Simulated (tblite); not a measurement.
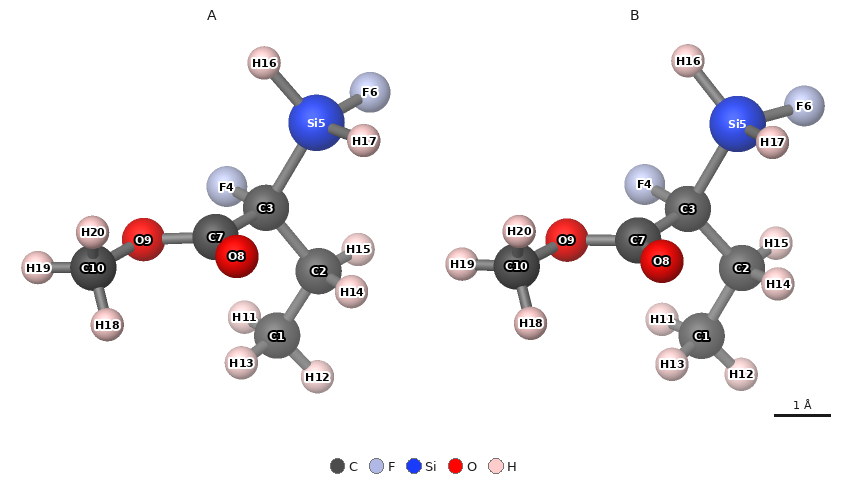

Two geometries of C$_{5}$H$_{10}$F$_{2}$O$_{2}$Si, drawn at one scale. One is the start of a relaxation, the other its converged end. A ball-and-stick model, seen at a tilt.

These are results of tblite, GFN2-xTB geometry optimisation, gas phase, not measurements. 

Question: Which of the two is the end point?

Answer: Structure B is the relaxed one. After 76 geometry steps the energy has fallen by 0.224 eV. F6 moves most after the best rigid fit: 0.40 Å. Largest moves by element: F 0.40 Å, H 0.34 Å, O 0.15 Å, Si 0.10 Å, C 0.09 Å. Near-neighbour distances that change, for instance: C7–O9 1.364 → 1.326 Å, C3–Si5 1.892 → 1.929 Å, Si5–H16 1.486 → 1.451 Å, C2–C3 1.558 → 1.531 Å. Among the angles between lasting bonds that change: H16–Si5–H17 108.6° → 118.7°, C3–Si5–F6 108.9° → 105.1°, C2–C3–F4 105.5° → 108.7°. The run took 0.66 s on 1 thread of Arm Neoverse V1, on a shared host.
